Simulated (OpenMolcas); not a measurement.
**CH2F2 (charge −1): single-point calculation (part 1 of 3)**

- system: CH2F2, charge −1, multiplicity 2
- method: PBE0/aug-cc-pVDZ, UKS (OpenMolcas 26.06)

The geometry is that of the parent species in another charge or spin state. The geometry comes from this level: PBE0-D4/def2-TZVP.

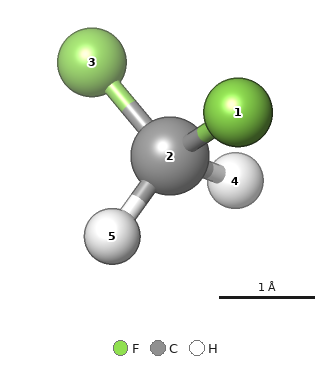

Figure 1. The structure (ball-and-stick view, seen at a tilt; atoms are numbered from 1 in the order of the input). Bond lengths as drawn: C–F 1.35 Å and C–H 1.09 Å.

Input file
```
* CH2F2 Kohn-Sham DFT

&gateway
 baslib=$CurrDir
 coord
 5
 angstrom
 F       -1.073300       0.191200       0.698300
 C        0.010100      -0.016900      -0.082300
 F        1.090500      -0.179200       0.713200
 H       -0.142700      -0.932900      -0.659500
 H        0.165300       0.864200      -0.711100
 basis=aug-cc-pVDZ
 group=NoSym

&seward
 gridinput
 Grid=UltraFine
 End of Grid

&scf
 uhf
 charge=-1
 spin=2
 ksdft=PBE0
 thresholds=1e-10 1e-07 1e-07 1e-05
 prorbitals=1 2
```

Launched with:
```bash
export MOLCAS_MEM=1860
pymolcas run.inp > run.log
```

The program's output
```
--- Start Module: gateway ---

                                              &GATEWAY

                       available to each process: 1.9 GB of memory, 1 thread

 Basis Set     1 Label: F.AUG-CC-PVDZ
 Basis set is read from library:.
 basistype.tbl is not found

 Basis Set     2 Label: C.AUG-CC-PVDZ
 Basis set is read from library:.
 basistype.tbl is not found

 Basis Set     3 Label: F.AUG-CC-PVDZ
 Basis set is read from library:.
 basistype.tbl is not found

 Basis Set     4 Label: H.AUG-CC-PVDZ
 Basis set is read from library:.
 basistype.tbl is not found

++    Symmetry information:
      ---------------------

                    Character Table for C1

                             E
                    a        1  x, y, xy, Rz, z, xz, Ry, yz, Rx, I
--

++    Basis set information:
      ----------------------

      Basis set label: F.AUG-CC-PVDZ.........

      Electronic valence basis set:
      ------------------
      Associated Effective Charge   9.000000 au
      Associated Actual Charge      9.000000 au
      Nuclear Model: Point charge

      Shell  nPrim  nBasis  Cartesian Spherical Contaminant
         s      10       4        X
         p       5       3        X
         d       2       2                 X

      Basis set label: C.AUG-CC-PVDZ.........

      Electronic valence basis set:
      ------------------
      Associated Effective Charge   6.000000 au
      Associated Actual Charge      6.000000 au
      Nuclear Model: Point charge

      Shell  nPrim  nBasis  Cartesian Spherical Contaminant
         s      10       4        X
         p       5       3        X
         d       2       2                 X

      Basis set label: F.AUG-CC-PVDZ.........

      Electronic valence basis set:
      ------------------
      Associated Effective Charge   9.000000 au
      Associated Actual Charge      9.000000 au
      Nuclear Model: Point charge

      Shell  nPrim  nBasis  Cartesian Spherical Contaminant
         s      10       4        X
         p       5       3        X
         d       2       2                 X

      Basis set label: H.AUG-CC-PVDZ.........

      Electronic valence basis set:
      ------------------
      Associated Effective Charge   1.000000 au
      Associated Actual Charge      1.000000 au
      Nuclear Model: Point charge

      Shell  nPrim  nBasis  Cartesian Spherical Contaminant
         s       5       3        X
         p       2       2        X
--

++    Molecular structure info:
      -------------------------

                    ************************************************
                    **** Cartesian Coordinates / bohr, angstrom ****
                    ************************************************

     Center  Label                x              y              z                     x              y              z
        1      F1              -2.028243       0.361316       1.319596             -1.073300       0.191200       0.698300
        2      C2               0.019086      -0.031936      -0.155524              0.010100      -0.016900      -0.082300
        3      F3               2.060746      -0.338639       1.347753              1.090500      -0.179200       0.713200
        4      H4              -0.269664      -1.762926      -1.246274             -0.142700      -0.932900      -0.659500
        5      H5               0.312372       1.633101      -1.343784              0.165300       0.864200      -0.711100

                    ***************************************
                    *    InterNuclear Distances / bohr    *
                    ***************************************

               1 F1            2 C2            3 F3            4 H4            5 H5
    1 F1       0.000000
    2 C2       2.553857        0.000000
    3 F3       4.148562        2.553876        0.000000
    4 H4       3.766788        2.066261        3.766747        0.000000
    5 H5       3.766897        2.066477        3.766822        3.446922        0.000000

                    *******************************************
                    *    InterNuclear Distances / angstrom    *
                    *******************************************

               1 F1            2 C2            3 F3            4 H4            5 H5
    1 F1       0.000000
    2 C2       1.351443        0.000000
    3 F3       2.195324        1.351453        0.000000
    4 H4       1.993298        1.093418        1.993277        0.000000
    5 H5       1.993356        1.093533        1.993316        1.824033        0.000000

                    **************************************
                    *    Valence Bond Angles / degree    *
                    **************************************
                          Atom centers                 Phi
                      1 F1       2 C2       3 F3       108.63
                      1 F1       2 C2       4 H4       108.78
                      1 F1       2 C2       5 H5       108.77
                      3 F3       2 C2       4 H4       108.77
                      3 F3       2 C2       5 H5       108.77
                      4 H4       2 C2       5 H5       113.03
--

            Nuclear Potential Energy             77.46821051 au

--- Stop Module: gateway /rc=_RC_ALL_IS_WELL_ ---

--- Start Module: seward ---

                                              &SEWARD

                       available to each process: 1.9 GB of memory, 1 thread

               SEWARD will generate:
                  Multipole Moment integrals up to order  2
                  Kinetic Energy integrals
                  Nuclear Attraction integrals (point charge)
                  One-Electron Hamiltonian integrals
                  Velocity integrals
                  Orbital angular momentum around (  0.0171  -0.0016   0.8882 )
                  Velocity quadrupole around (  0.0171  -0.0016   0.8882 )
                  Two-Electron Repulsion integrals

                   Integrals are discarded if absolute value <: 1.00E-14
                   Integral cutoff threshold is set to       <: 1.00E-16

            Nuclear Potential Energy             77.46821051 au

      Basis set specifications :
      Symmetry species         a
      Basis functions           87

--- Stop Module: seward /rc=_RC_ALL_IS_WELL_ ---
--- Module seward spent 2 seconds ---

--- Start Module: scf ---

                                                &SCF

                       available to each process: 1.9 GB of memory, 1 thread

++    Input section:
      --------------

      Header of the integral files:

      Cartesian coordinates in angstrom:
      -----------------------------------------------------
      No.  Label        X            Y            Z
      -----------------------------------------------------
       1   F1        -1.07330000   0.19120000   0.69830000
       2   C2         0.01010000  -0.01690000  -0.08230000
       3   F3         1.09050000  -0.17920000   0.71320000
       4   H4        -0.14270000  -0.93290000  -0.65950000
       5   H5         0.16530000   0.86420000  -0.71110000
      -----------------------------------------------------
      Nuclear repulsion energy =   77.46821051
--

++    Orbital specifications:
      -----------------------

      Symmetry species               1
                                     a
      Frozen orbitals                0
      Start temperature = 0.500
      End temperature   = 0.010
      Temperature Factor= 0.460
      Deleted orbitals               0
      Total number of orbitals      87
      Number of basis functions     87
--

      Molecular charge                          -1.000

      Numerical integration parameters
      --------------------------------
      Radial quadrature type:                         MHL
      Size of radial grid:                            99
      Lebedev angular grid:                           41
      Angular grid pruned with the crowding factor:  1.00E+10
                                 and fading factor:  1.00E+01
      Screening threshold for integral computation:   1.00E-11
      Radial quadrature accuracy:                     1.00E-25
      Maximum batch size:                             128
      AO values are stored on disk
      The same grid will be used for all iterations.

      DFT functional specifications
      -----------------------------
      Using Libxc version: 6.2.2
      Please cite the following reference:
      S. Lehtola, C. Steigemann, M. J.T. Oliveira, and M. A.L. Marques.,  SoftwareX 7, 1–5 (2018) doi:10.1016/j.softx.2017.11.002

      * PBEH (PBE0)

++    Optimization specifications:
      ----------------------------

      SCF Algorithm: Conventional USCF
      D(i)-D(i-1) density differences are used
      Number of density matrices in core                 5
      Maximum number of NDDO SCF iterations            400
      Maximum number of HF SCF iterations              400
      Threshold for SCF energy change             1.00E-10
      Threshold for density matrix                1.00E-07
      Threshold for Fock matrix                   1.00E-07
      Threshold for linear dependence             1.00E-09
      Threshold at which DIIS is turned on        1.50E-01
      Maximum depth in the DIIS procedure                5
      Maximum depth in the BFGS Hessian update          30
      Threshold at which QNR/C2DIIS is turned on  7.50E-02
      Threshold for Norm(delta) (QNR/C2DIIS)      1.00E-05
      All orbitals punched on: UHFORB
--

      Input vectors read from INPORB
      Orbital file label: *Guess orbitals

++ Convergence information
                               UHF PBE0       iterations: Energy and convergence statistics

Iter     Tot. PBE0       One-elec.       Two-elec.     Energy      Max Dij or  Max Fij      DNorm      TNorm      AccCon     Time
         Energy          Energy          Energy        Change      Delta Norm                                                in Sec.
   1  -235.076167930  -509.701095231   197.156716788   0.00E+00    6.00E-01*   6.24E-01*    1.22E+01   1.41E+02   None         2.
   2  -232.444114506  -476.139710557   166.227385539   2.63E+00*   1.78E-01*   1.12E-01*    1.68E+02   1.26E+02   EDIIS        2.
   3  -237.513135906  -508.534328913   193.552982494  -5.07E+00*   5.04E-01*   2.43E-01*    2.01E+01   1.37E+02   EDIIS        2.
   4  -236.219641305  -500.393360393   186.705508575   1.29E+00*   6.68E-02*   1.91E-01*    3.15E+01   1.38E+02   EDIIS        2.
   5  -238.712801124  -510.147420466   193.966408830  -2.49E+00*   1.79E-01*   5.86E-02*    2.00E+01   1.39E+02   EDIIS        2.
   6  -238.737664262  -507.549115965   191.343241190  -2.49E-02*   7.11E-02*   4.46E-02*    1.77E+01   1.38E+02   EDIIS        2.
   7  -238.744589085  -509.219340349   193.006540752  -6.92E-03*   2.65E-02*   2.52E-02*    1.90E+01   1.39E+02   EDIIS        2.
   8  -238.757066164  -508.591721135   192.366444459  -1.25E-02*   3.55E-02*   1.84E-02*    1.17E+01   1.38E+02   EDIIS        2.
   9  -238.755648289  -508.408282997   192.184424196   1.42E-03*   9.05E-03*   1.01E-02*    1.80E+00   1.38E+02   EDIIS        2.

       Fermi aufbau procedure completed!
      nOcc(alpha)=   14
      nOcc(beta) =   13

  10  -238.758980434  -508.624539399   192.397348453  -3.33E-03*   5.98E-03*   1.93E-03*    7.72E-01   1.38E+02   c2DIIS       2.
  11  -238.759010589  -508.522414945   192.295193844  -3.02E-05*   1.26E-02*   1.10E-03*    1.65E-01   1.38E+02   QNRc2DIIS    2.
  12  -238.759010744  -508.648131365   192.420910109  -1.55E-07*   6.25E-03*   1.16E-03*    1.46E-01   1.38E+02   QNRc2DIIS    2.
  13  -238.759027932  -508.583808947   192.356570502  -1.72E-05*   1.12E-03*   1.41E-04*    3.09E-02   1.38E+02   QNRc2DIIS    2.
  14  -238.759028065  -508.584714799   192.357476222  -1.33E-07*   8.38E-04*   8.33E-05*    9.78E-03   1.38E+02   QNRc2DIIS    2.
  15  -238.759028166  -508.585049968   192.357811290  -1.01E-07*   2.80E-05*   1.10E-06*    2.71E-02   1.38E+02   QNRc2DIIS    2.
  16  -238.759028166  -508.585043696   192.357805017  -3.11E-11    7.85E-06    4.65E-07*    1.68E-03   1.38E+02   QNRc2DIIS    2.
  17  -238.759028166  -508.585046244   192.357807566  -4.04E-12    2.60E-06    1.66E-07*    1.44E-04   1.38E+02   QNRc2DIIS    2.
  18  -238.759028166  -508.585044238   192.357805560  -3.41E-13    9.20E-07    1.71E-07*    1.62E-04   1.38E+02   QNRc2DIIS    2.
  19  -238.759028166  -508.585044103   192.357805425  -2.27E-13    8.91E-08    1.38E-08     1.36E-05   1.38E+02   QNRc2DIIS    2.

       Convergence after  19 Iterations
--

 *****************************************************************************************************************************
 *                                             SCF/KS-DFT Program, Final results                                             *
 *                                                       Final Results                                                       *
 *****************************************************************************************************************************

::    Total KS-DFT energy                            -238.7590281659
      One-electron energy                            -508.5850441029
      Two-electron energy                             192.3578054246
      Nuclear repulsion energy                         77.4682105124
      Kinetic energy (interpolated)                   237.7029974319
      Virial theorem                                    1.0044426479
      Total spin, S(S+1)                                0.7500440238
      Total spin, S                                     0.5000220116
      Max non-diagonal density matrix element           0.0000000602
      Max non-diagonal Fock matrix element              0.0000000022

      All orbitals with orbital energies smaller than  E(LUMO)+0.5 are printed

++    Molecular orbitals:
      -------------------

      Title: UKS-DFT orbitals (alpha)

      Molecular orbitals for symmetry species 1: a
```
